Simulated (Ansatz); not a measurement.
# MoBrN, from a guessed structure to a relaxed one

Starting from a made-up structure for MoBrN, the aim is the relaxed cell, its shortest contacts and, where a second run follows, its electronic structure.

Program: Ansatz 0.2.0. Level of theory: DFT, PBE, plane-wave PAW, files of the set soft_1, scalar-relativistic, no spin, cell and ions relaxed at zero pressure; PAW set soft_1, in the first sound run; inputs show where later runs differ. Results are calculated unless marked as measured.

## Step 1: The starting structure

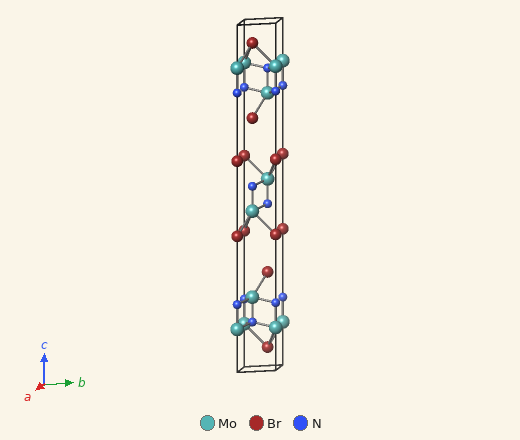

The starting structure, seen slightly off an axis (molybdenum teal, bromine red, nitrogen blue). This picture shows the conventional cell, with its axes. Bonds to atoms that aren't drawn are left out. Some periodic images of atoms are drawn too.

Structure file:

```
Mo Br N
1.0
     1.85350    1.07012   10.57867
    -1.85350    1.07012   10.57867
     0.00000   -2.14024   10.57867
Mo Br N
2 2 2
Direct
  0.12380 0.12380 0.12380
  0.87620 0.87620 0.87620
  0.39173 0.39173 0.39173
  0.60827 0.60827 0.60827
  0.19530 0.19530 0.19530
  0.80470 0.80470 0.80470
```

## Step 2: Relaxation of the guess

The guess takes its coordinates from another compound and its volume from a rule, so the cell and any free coordinates are relaxed together.

input.yaml reads:

```yaml
crystal:
  lattice:
    - [1.8535, 1.070118724, 10.578666667]
    - [-1.8535, 1.070118724, 10.578666667]
    - [0.0, -2.140237448, 10.578666667]
  atoms:
    - { symbol: Mo, position: [0.1238, 0.1238, 0.1238] }
    - { symbol: Mo, position: [0.8762, 0.8762, 0.8762] }
    - { symbol: Br, position: [0.391733333, 0.391733333, 0.391733333] }
    - { symbol: Br, position: [0.608266667, 0.608266667, 0.608266667] }
    - { symbol: "N", position: [0.1953, 0.1953, 0.1953] }
    - { symbol: "N", position: [0.8047, 0.8047, 0.8047] }
kpoints:
  mp_grid: { grid: [8, 8, 8] }
scf:
  occupations: { method: fermi_dirac, width: 0.05 }
hamiltonian:
  xc: pbe
  pseudopotentials: { kind: paw, azcp: { folder: soft_1 } }
relax:
  f_tol: 0.015
  max_steps: 70
  cell: {}
output:
  forces: true
  stress: true
```

Started as:

```console
ansatz run input.yaml --threads 4 --pin off --max-ram 10240MiB --backend cpu --events-out ev --progress --plain --runs-dir out
```

Numbers of over 12 decimals in the logs are rounded to 6 here.

What it wrote:

```text
basis.fft_grid_basis auto: the FFT boxes are laid along the combinations [[1, 0, -1], [0, 1, -1], [0, 0, 1]] of the cell's own vectors, 3.707, 3.707 and 10.793 Å long. The dense box has 25×25×75 points. Along the cell's own vectors, as sized, it would have 75×75×75, 9.00 times as many. Of the 12 symmetry operations that the crystal satisfies within crystal.symmetry.tolerance (time reversal apart; of a slab, those tha [...]
Engine: ansatz 0.2.0, aarch64-unknown-linux-gnu
Pseudopotentials: kind: paw
Pseudopotential: Mo, paw, valence charge 14, recommended cutoff 420 eV (normal), soft_1/Mo.paw.azcp
Pseudopotential: Br, paw, valence charge 7, recommended cutoff 420 eV (normal), soft_1/Br.paw.azcp
Pseudopotential: N, paw, valence charge 5, recommended cutoff 420 eV (normal), soft_1/N.paw.azcp
Functional definition: PBE
  parameter kappa = 0.804
  parameter beta = 0.066725
  exchange = pbe_x(kappa = kappa, mu = beta*pi^2/3)
  correlation = pbe_c(beta = beta)
Crystal: 6 atoms, lattice volume = 125.894 Å³
Basis set: ecut = 420 eV, 2477 PW (Γ), FFT grids on a1−a3, a2−a3, a3, exchange–correlation on 50×50×150 points (8 copies of the dense FFT grid, shifted against one another)
Bands: 32, of which v1, the nominal top of the filled ones, is band 26 counted from 1 (25 counted from 0)
Symmetry: 12 space group operations
Space group: R-3m (ITA 166), of the structure as read, at distance tolerance 5.0e-5 Å
k-points: 65 of 512
Non-local potential: Mo, projectors of the file, l = 0: 3, l = 1: 2, l = 2: 2, l = 3: 1
Non-local potential: Br, projectors of the file, l = 0: 2, l = 1: 2, l = 2: 2
Non-local potential: N, projectors of the file, l = 0: 2, l = 1: 2, l = 2: 1
PAW form: soft (Blöchl's): semilocal exchange-correlation on the pseudo side does not see the compensation charge
PAW one-centre angular grid: Mo, 590 points (default); XC on 64 Gauss nodes
PAW one-centre angular grid: Br, 110 points (default); XC on 64 Gauss nodes
PAW one-centre angular grid: N, 110 points (default); XC on 64 Gauss nodes
Initial density: superposition of atomic densities (chi_scale 0.1, normalization cell, long waves kept (reshape's long-wave potential 0.93 eV rms))
Initial wavefunctions: pseudopotential atomic-orbital guess
Functional: x = pbe(κ = 0.804, μ = 0.219515), c = pbe(β = 0.066725)
SCF iter   1: F=—  HF=-16252.861664 eV  |F-HF|=—  |Δ(HF+E_count)|=         —  Δρ=1.07e-1  dr2=5.67e1  ethr=3.10e-3  ⟨swp⟩=6.7  Hψ=8583  notcnv=0
preconditioner: auto → LDOS  [metal: Δε(μ)=0.005 eV  Ē_g=7.491 eV  σ=0.050 eV  W_gap=0.02  n_scr=30 (ndim 8)  ℏωp=19.9 eV  f_vac=0.088  D(μ)=6.80/eV (n_scr^D=58)  β→1.0]
SCF iter   2: F=—  HF=-16247.409359 eV  |F-HF|=—  |Δ(HF+E_count)|=    5.45e0  Δρ=6.41e-2  dr2=5.65e0  ethr=3.10e-3  ⟨swp⟩=3.1  Hψ=5196  notcnv=0
SCF iter   3: F=—  HF=-16246.368883 eV  |F-HF|=—  |Δ(HF+E_count)|=    1.04e0  Δρ=1.79e-2  dr2=1.11e0  ethr=3.10e-3  ⟨swp⟩=2.4  Hψ=4196  notcnv=0
SCF iter   4: F=—  HF=-16246.218194 eV  |F-HF|=—  |Δ(HF+E_count)|=   1.51e-1  Δρ=4.96e-3  dr2=1.11e-1  ethr=2.14e-3  ⟨swp⟩=2.0  Hψ=3491  notcnv=0
SCF iter   5: F=—  HF=-16246.206019 eV  |F-HF|=—  |Δ(HF+E_count)|=   1.22e-2  Δρ=2.15e-3  dr2=1.81e-2  ethr=2.13e-4  ⟨swp⟩=2.3  Hψ=3258  notcnv=0
SCF iter   6: F=—  HF=-16246.204814 eV  |F-HF|=—  |Δ(HF+E_count)|=   1.20e-3  Δρ=1.15e-3  dr2=3.61e-3  ethr=3.49e-5  ⟨swp⟩=1.0  Hψ=2104  notcnv=0
SCF iter   7: F=—  HF=-16246.204410 eV  |F-HF|=—  |Δ(HF+E_count)|=   4.04e-4  Δρ=3.01e-4  dr2=2.14e-4  ethr=6.94e-6  ⟨swp⟩=2.0  Hψ=2515  notcnv=0
SCF iter   8: F=—  HF=-16246.204396 eV  |F-HF|=—  |Δ(HF+E_count)|=   1.41e-5  Δρ=8.36e-5  dr2=1.54e-5  ethr=4.11e-7  ⟨swp⟩=2.5  Hψ=2911  notcnv=0
SCF iter   9: F=—  HF=-16246.204416 eV  |F-HF|=—  |Δ(HF+E_count)|=   2.00e-5  Δρ=2.36e-5  dr2=1.49e-6  ethr=2.96e-8  ⟨swp⟩=2.5  Hψ=3434  notcnv=0
SCF iter  10: F=-16246.204416 eV  HF=-16246.204416 eV  |F-HF|=8.25e-9  |Δ(HF+E_count)|=   1.34e-7  Δρ=5.12e-6  dr2=4.22e-8  ethr=1.92e-10  ⟨swp⟩=3.7  Hψ=8649  notcnv=0
SCF 1 converged in 10 iterations: F = -16246.204416 eV  dr2 = 4.22e-8
  greatest PAW one-centre occupation: 0.999 electrons in one spin orbital (limit 2), on the Mo atom at site 1 (counted from 0), in its partial waves of l = 0
relax step   1: F+E_penalty+E_count = -16246.20441613 eV  Δ(F+E_penalty+E_count) = +0.000e0 eV  max|allowed force component| = 2.218e0 eV/Å  Δτ_max = 0.0000 Å  P = -18.716 GPa  Ω = 125.894 Å³  (10 SCF iters, dr2 threshold 1.00e-7 eV, accepted)
Crystal: 6 atoms, lattice volume = 108.647 Å³
Basis set: ecut = 420 eV, 2115 PW (Γ), FFT grids on a1−a3, a2−a3, a3, exchange–correlation on 50×50×150 points (8 copies of the dense FFT grid, shifted against one another)
Initial density: handed on by an earlier stage of this run
Initial wavefunctions: those handed on with the density
SCF iter   1: F=—  HF=-16248.452003 eV  |F-HF|=—  |Δ(HF+E_count)|=         —  Δρ=3.68e-2  dr2=3.39e0  ethr=3.10e-3  ⟨swp⟩=10.2  Hψ=10329  notcnv=0
preconditioner: auto → LDOS  [metal: Δε(μ)=0.003 eV  Ē_g=8.342 eV  σ=0.050 eV  W_gap=0.02  n_scr=30 (ndim 8)  ℏωp=21.4 eV  f_vac=0.119  D(μ)=3.28/eV (n_scr^D=30)  β→1.0]
SCF iter   2: F=—  HF=-16248.143695 eV  |F-HF|=—  |Δ(HF+E_count)|=   3.08e-1  Δρ=2.64e-2  dr2=1.05e0  ethr=3.10e-3  ⟨swp⟩=3.0  Hψ=4228  notcnv=0
SCF iter   3: F=—  HF=-16247.982692 eV  |F-HF|=—  |Δ(HF+E_count)|=   1.61e-1  Δρ=3.54e-3  dr2=2.76e-2  ethr=2.01e-3  ⟨swp⟩=2.1  Hψ=3575  notcnv=0
SCF iter   4: F=—  HF=-16247.978853 eV  |F-HF|=—  |Δ(HF+E_count)|=   3.84e-3  Δρ=8.10e-4  dr2=9.16e-4  ethr=5.31e-5  ⟨swp⟩=2.0  Hψ=3345  notcnv=0
SCF iter   5: F=—  HF=-16247.978671 eV  |F-HF|=—  |Δ(HF+E_count)|=   1.82e-4  Δρ=2.44e-4  dr2=4.63e-5  ethr=1.76e-6  ⟨swp⟩=2.0  Hψ=3204  notcnv=0
SCF iter   6: F=—  HF=-16247.978701 eV  |F-HF|=—  |Δ(HF+E_count)|=   3.06e-5  Δρ=8.16e-5  dr2=1.00e-5  ethr=8.90e-8  ⟨swp⟩=2.0  Hψ=3220  notcnv=0
SCF iter   7: F=—  HF=-16247.978702 eV  |F-HF|=—  |Δ(HF+E_count)|=   3.28e-7  Δρ=2.27e-5  dr2=8.76e-7  ethr=1.93e-8  ⟨swp⟩=2.0  Hψ=3315  notcnv=0
SCF iter   8: F=-16247.978702 eV  HF=-16247.978702 eV  |F-HF|=9.49e-9  |Δ(HF+E_count)|=   4.11e-8  Δρ=6.79e-6  dr2=4.01e-8  ethr=1.15e-9  ⟨swp⟩=5.0  Hψ=7624  notcnv=0
SCF 2 converged in 8 iterations: F = -16247.978702 eV  dr2 = 4.01e-8
relax step   2: F+E_penalty+E_count = -16247.97870176 eV  Δ(F+E_penalty+E_count) = -1.774e0 eV  max|allowed force component| = 3.851e-1 eV/Å  Δτ_max = 0.1854 Å  P = -0.790 GPa  Ω = 108.647 Å³  energy of the carried Pulay correction = +1.013e-2 eV  (8 SCF iters, dr2 threshold 6.00e-7 eV, accepted)
Crystal: 6 atoms, lattice volume = 107.764 Å³
[...]
SCF iter   4: F=—  HF=-16247.994370 eV  |F-HF|=—  |Δ(HF+E_count)|=   1.26e-5  Δρ=1.13e-4  dr2=1.75e-5  ethr=3.02e-7  ⟨swp⟩=2.0  Hψ=3673  notcnv=0
SCF iter   5: F=-16247.994367 eV  HF=-16247.994367 eV  |F-HF|=6.76e-8  |Δ(HF+E_count)|=   3.44e-6  Δρ=2.53e-5  dr2=4.79e-7  ethr=1.15e-9  ⟨swp⟩=4.0  Hψ=9884  notcnv=0
SCF 3 converged in 5 iterations: F = -16247.994367 eV  dr2 = 4.79e-7
relax step   3: F+E_penalty+E_count = -16247.99436665 eV  Δ(F+E_penalty+E_count) = -1.566e-2 eV  max|allowed force component| = 8.459e-2 eV/Å  Δτ_max = 0.0336 Å  P = +0.700 GPa  Ω = 107.764 Å³  energy of the carried Pulay correction = +1.069e-2 eV  (5 SCF iters, dr2 threshold 6.00e-7 eV, accepted)
[... from here on, the SCF cycles and remarks between the steps are left out ...]
relax step   4: F+E_penalty+E_count = -16247.99712381 eV  Δ(F+E_penalty+E_count) = -2.757e-3 eV  max|allowed force component| = 2.233e-2 eV/Å  Δτ_max = 0.0298 Å  P = +0.055 GPa  Ω = 109.078 Å³  energy of the carried Pulay correction = +9.856e-3 eV  (6 SCF iters, dr2 threshold 6.00e-7 eV, accepted)
relax step   5: F+E_penalty+E_count = -16247.99789430 eV  Δ(F+E_penalty+E_count) = -7.705e-4 eV  max|allowed force component| = 2.154e-2 eV/Å  Δτ_max = 0.0420 Å  P = -0.007 GPa  Ω = 110.482 Å³  energy of the carried Pulay correction = +8.979e-3 eV  (7 SCF iters, dr2 threshold 3.12e-8 eV, accepted)
relax step   6: F+E_penalty+E_count = -16247.99790667 eV  Δ(F+E_penalty+E_count) = -1.237e-5 eV  max|allowed force component| = 2.321e-2 eV/Å  Δτ_max = 0.0464 Å  P = -0.038 GPa  Ω = 112.151 Å³  energy of the carried Pulay correction = +7.950e-3 eV  (7 SCF iters, dr2 threshold 5.49e-8 eV, accepted)
relax step   7: F+E_penalty+E_count = -16247.99804827 eV  Δ(F+E_penalty+E_count) = -1.416e-4 eV  max|allowed force component| = 6.506e-3 eV/Å  Δτ_max = 0.0130 Å  P = -0.007 GPa  Ω = 112.624 Å³  energy of the carried Pulay correction = +7.661e-3 eV  (6 SCF iters, dr2 threshold 8.49e-8 eV, accepted)
relax step   8: F+E_penalty+E_count = -16247.99761511 eV  Δ(F+E_penalty+E_count) = +4.332e-4 eV  max|allowed force component| = 1.157e-2 eV/Å  Δτ_max = 0.0313 Å  P = +0.053 GPa  Ω = 113.700 Å³  energy of the carried Pulay correction = +7.009e-3 eV  (9 SCF iters, accepted)
relax step   9: F+E_penalty+E_count = -16247.99741821 eV  Δ(F+E_penalty+E_count) = +1.969e-4 eV  max|allowed force component| = 2.444e-2 eV/Å  Δτ_max = 0.0050 Å  P = -0.091 GPa  Ω = 113.987 Å³  energy of the carried Pulay correction = +6.835e-3 eV  (6 SCF iters, dr2 threshold 1.15e-8 eV, rejected (line search))
relax step  10: F+E_penalty+E_count = -16247.99754590 eV  Δ(F+E_penalty+E_count) = +6.921e-5 eV  max|allowed force component| = 4.980e-4 eV/Å  Δτ_max = 0.0029 Å  P = +0.000 GPa  Ω = 113.842 Å³  energy of the carried Pulay correction = +6.923e-3 eV  (8 SCF iters, accepted)
relax step  11: F+E_penalty+E_count = -16247.99373920 eV  Δ(F+E_penalty+E_count) = +3.807e-3 eV  max|allowed force component| = 6.625e-4 eV/Å  Δτ_max = 0.0000 Å  P = -0.052 GPa  Ω = 113.842 Å³  stress off target by 7.00e-2 GPa  SCF on the basis re-selected at this cell (its energy is not comparable with the rows above)  (6 SCF iters)
relax step  12: F+E_penalty+E_count = -16247.99402237 eV  Δ(F+E_penalty+E_count) = -2.832e-4 eV  max|allowed force component| = 1.504e-3 eV/Å  Δτ_max = 0.0097 Å  P = -0.003 GPa  Ω = 113.452 Å³  energy of the carried Pulay correction = +2.565e-4 eV  (7 SCF iters, dr2 threshold 1.23e-8 eV, accepted)
iter 1 solved again at ethr=1.61e-7 eV; its pass at ethr=3.10e-3 eV (dr2=8.36e-5 eV) is discarded
SCF iter   1: F=—  HF=-16247.993708 eV  |F-HF|=—  |Δ(HF+E_count)|=         —  Δρ=1.13e-5  dr2=2.31e-8  ethr=1.61e-7  ⟨swp⟩=4.0  Hψ=15928  notcnv=0
eigensolver tolerance schedule: the retry pair's looser diagonalisation over-reported the residual by 3612.54 of it (diagonalisation noise at 0.23 of the residual, at the tolerance the schedule requests for it); recorded, not acted on — ethr = c·dr2/N_el stays at c = 1.0e-1
preconditioner: auto → LDOS  [metal: Δε(μ)=0.039 eV  Ē_g=8.467 eV  σ=0.050 eV  W_gap=0.19  n_scr=32 (ndim 8)  ℏωp=20.9 eV  f_vac=0.160  D(μ)=5.38/eV (n_scr^D=50)  β→1.0]
SCF iter   2: F=—  HF=-16247.993775 eV  |F-HF|=—  |Δ(HF+E_count)|=   6.64e-5  Δρ=4.33e-6  dr2=1.71e-8  ethr=4.45e-11  ⟨swp⟩=3.4  Hψ=5277  notcnv=0
SCF iter   3: F=—  HF=-16247.993775 eV  |F-HF|=—  |Δ(HF+E_count)|=   3.07e-9  Δρ=9.01e-7  dr2=2.19e-10  ethr=3.28e-11  ⟨swp⟩=2.0  Hψ=3025  notcnv=0
SCF iter   4: F=—  HF=-16247.993775 eV  |F-HF|=—  |Δ(HF+E_count)|=  2.71e-10  Δρ=1.76e-7  dr2=6.09e-11  ethr=1.00e-12  ⟨swp⟩=5.0  Hψ=8585  notcnv=0
SCF iter   5: F=-16247.993775 eV  HF=-16247.993775 eV  |F-HF|=7.28e-12  |Δ(HF+E_count)|=  7.28e-12  Δρ=5.76e-8  dr2=8.22e-12  ethr=1.00e-12  ⟨swp⟩=4.9  Hψ=7214  notcnv=0
SCF 13 converged in 5 iterations: F = -16247.993775 eV  dr2 = 8.22e-12
relax step  13: F+E_penalty+E_count = -16247.99377488 eV  Δ(F+E_penalty+E_count) = +2.475e-4 eV  max|allowed force component| = 1.497e-3 eV/Å  Δτ_max = 0.0000 Å  P = -0.005 GPa  Ω = 113.452 Å³  stress off target by 6.16e-3 GPa  SCF on the basis re-selected at this cell (its energy is not comparable with the rows above)  (5 SCF iters)
basis re-selected at this cell: Δ(F+E_penalty+E_count) = +2.475e-4 eV, ΔP = -0.003 GPa vs the last step (what re-selecting the basis moved, of the pressure what is left beyond the Pulay correction that the steps carried, after the strain that the cell walked since its last selection, with what the two solves' SCF thresholds leave and, on support functions, any second-order correction that the steps lacked; it is no m [...]
SCF converged after 5 iterations
Free energy (F): -16247.993775 eV
Harris-Foulkes:  -16247.993775 eV  (|F-HF|=7.28e-12)
Internal energy: -16247.951211 eV  (E = F + TS)
E sigma→0 (E₀):  -16247.972493 eV
Entropy (-TS):   -0.042564 eV (-7.094 meV/atom)
Fermi energy:    9.782516 eV
--- Per-component energies (eV) ---
  E_band       = -433.633252
  E_kinetic    = 1361.056186
  E_local      = -8466.413046  (includes V_loc(G=0)·N_el)
  E_nonlocal   = 472.041967
  E_hartree    = 3686.387560
  E_xc         = -862.064680
  E_vxc        = -803.873744  (∫ρ·V_xc dr)
  E_paw        = -11306.579658  (= ΣΔE_a)
  E_vpaw       = -369.221593  (= ΣTr[D̂ρ^β])
  E_aug_tail   = 0.001840  (compensation charges beyond the density's cutoff)
  E_ewald      = -1132.381380
  E_smearing   = -0.042564  (= −TS)
  E_closure    = -0.000000  (closes the sum)
  Σ components = -16247.993775   (vs F -16247.993775, Δ=0.00e0)
--- Forces (eV/Å), atoms counted from 1 ---
  atom   1  Mo     0.00000000     0.00000000    -0.00149682
  atom   2  Mo    -0.00000000    -0.00000000     0.00149682
  atom   3  Br     0.00000000     0.00000000     0.00069581
  atom   4  Br    -0.00000000    -0.00000000    -0.00069581
  atom   5  N      0.00000000     0.00000000     0.00029902
  atom   6  N     -0.00000000    -0.00000000    -0.00029902
  max |Σ_I F_I| component: 2.17e-19 eV/Å
--- Stress (GPa, compression-positive) ---
       -0.004542       0.000000       0.000000
        0.000000      -0.004542      -0.000000
        0.000000      -0.000000      -0.006159
  P = ⅓ Tr σ = -0.0051 GPa (-0.051 kbar)
--- Relaxed structure (11 steps of the walk, 10 accepted, 2 SCFs on fresh bases) ---
  F+E_penalty+E_count = -16247.99377488 eV   max|allowed force component| = 1.497e-3 eV/Å   (the final SCF, on the basis selected at the relaxed cell)
  cell:  # Å, volume = 113.4525 Å³
    - [1.753978, 1.012660, 10.645721]
    - [-1.753978, 1.012660, 10.645721]
    - [0, -2.025319, 10.645721]
  atoms:
    - { symbol: Mo, position: [0.129374, 0.129374, 0.129374] }
    - { symbol: Mo, position: [0.870626, 0.870626, 0.870626] }
    - { symbol: Br, position: [0.402084, 0.402084, 0.402084] }
    - { symbol: Br, position: [0.597916, 0.597916, 0.597916] }
    - { symbol: N, position: [0.193516, 0.193516, 0.193516] }
    - { symbol: N, position: [0.806484, 0.806484, 0.806484] }
```

Run time: 37 s. Hardware: 4 threads of Arm Neoverse V2, shared host; peak memory 0.57 GiB; 2.3 min of CPU time.

This run has no spin polarisation, although Mo can carry a moment.

Relaxation path:

```csv
step,energy less that of the first step (eV),largest force component (eV/Å),pressure (GPa),volume (Å³)
1,0.0000,2.2183,-18.72,125.89
2,-1.7743,0.3851,-0.79,108.65
3,-1.7900,0.0846,0.70,107.76
4,-1.7927,0.0223,0.06,109.08
5,-1.7935,0.0215,-0.01,110.48
6,-1.7935,0.0232,-0.04,112.15
7,-1.7936,0.0065,-0.01,112.62
8,-1.7932,0.0116,0.05,113.70
9,-1.7930,0.0244,-0.09,113.99
10,-1.7931,0.0005,0.00,113.84
11*,-1.7893,0.0007,-0.05,113.84
12,-1.7896,0.0015,0.00,113.45
13*,-1.7894,0.0015,-0.01,113.45
```

Relaxation steps marked * repeat the geometry before them on a plane-wave basis chosen anew for their cell, so energy and pressure can jump there. Relaxation step 9 was tried and not accepted.

Forces are held to the 12 operations that the run works with; a distortion that breaks them can't arise in this run.

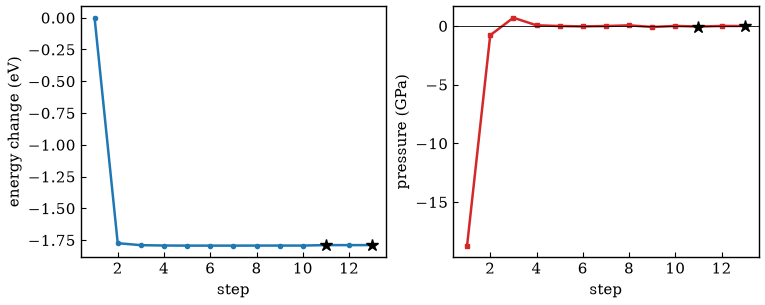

Energy and pressure along the relaxation. Stars mark steps on a basis chosen anew.

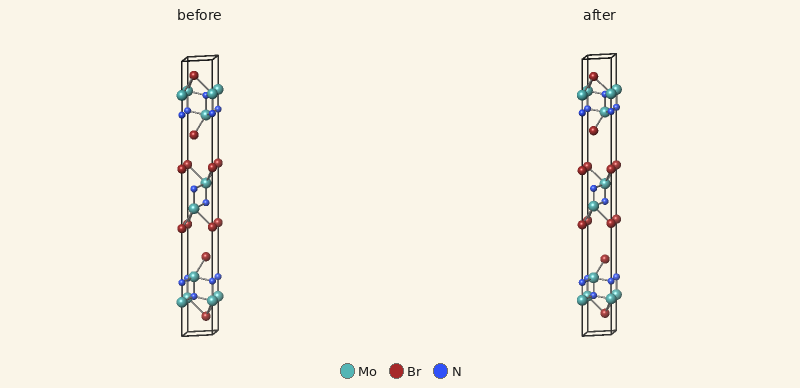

The structure before and after the relaxation, drawn at the same scale. Bonds to atoms that aren't drawn are left out.

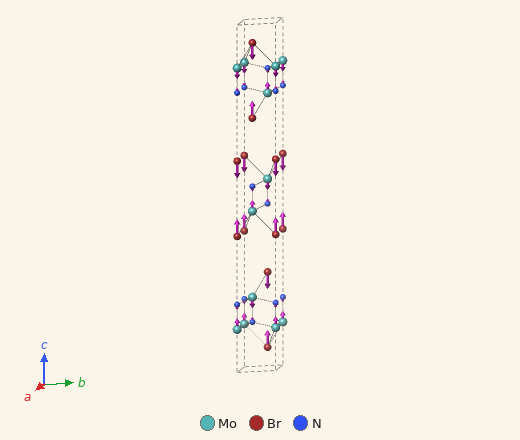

Displacements in the relaxation, exaggerated, measured against the changing cell; the longest in the cell stands for 0.33 Å. Bonds to atoms that aren't drawn are left out. Some periodic images of atoms are drawn too.

```csv
"conventional cell, symmetrised",before,after,change
a (Å),3.707,3.508,-5.4 %
b (Å),3.707,3.508,-5.4 %
c (Å),31.736,31.937,+0.6 %
volume (Å³/atom),20.98,18.91,-9.9 %
```

The atoms that moved most (Å, as changes of fractional coordinates times the final cell):

```csv
atom,dx,dy,dz,length
Br3,0.000,0.000,0.331,0.331
Br4,0.000,0.000,-0.331,0.331
Mo1,0.000,0.000,0.178,0.178
Mo2,0.000,0.000,-0.178,0.178
N5,0.000,0.000,-0.057,0.057
N6,0.000,0.000,0.057,0.057
```

Final coordinates:

```cif
data_structure
_symmetry_space_group_name_H-M 'P 1'
_symmetry_Int_Tables_number 1
_cell_length_a 10.8367
_cell_length_b 10.8367
_cell_length_c 10.8367
_cell_angle_alpha 18.629
_cell_angle_beta 18.629
_cell_angle_gamma 18.629
_cell_volume 113.45
loop_
_atom_site_label
_atom_site_type_symbol
_atom_site_fract_x
_atom_site_fract_y
_atom_site_fract_z
_atom_site_occupancy
Mo1 Mo 0.12937 0.12937 0.12937 1
Mo2 Mo 0.87063 0.87063 0.87063 1
Br3 Br 0.40208 0.40208 0.40208 1
Br4 Br 0.59792 0.59792 0.59792 1
N5 N 0.19352 0.19352 0.19352 1
N6 N 0.80648 0.80648 0.80648 1
```

Numbers from this step:

```
free energy             : -16247.9938 eV
energy at zero smearing : -16247.9725 eV
smearing term TS        : 0.04256 eV
Fermi energy            : 9.783 eV
electrons               : 52
symmetry operations     : 12
pressure                : -0.005081 GPa
```

The shortest distance of each pair, which need not be the same contact before and after:

```csv
pair,guess (Å),relaxed (Å)
Mo–N,2.187,2.049
N–N,2.808,2.654
Br–Mo,2.981,2.802
Br–N,3.312,3.042
Mo–Mo,3.462,3.127
```

The relaxation ends with a largest force component of 0.0015 eV/Å and a pressure of -0.01 GPa.

[end of part 1 of 2]

[Logs are printed without paths, hosts, clocks, repeated set-up lines and the standing remarks that a program may print on its own settings, such as how far it seeks lower states.]

[Hosts, paths, dates, database ids (printed as entryN), source tags and the programs' standing remarks are cut or masked in the printed files.]
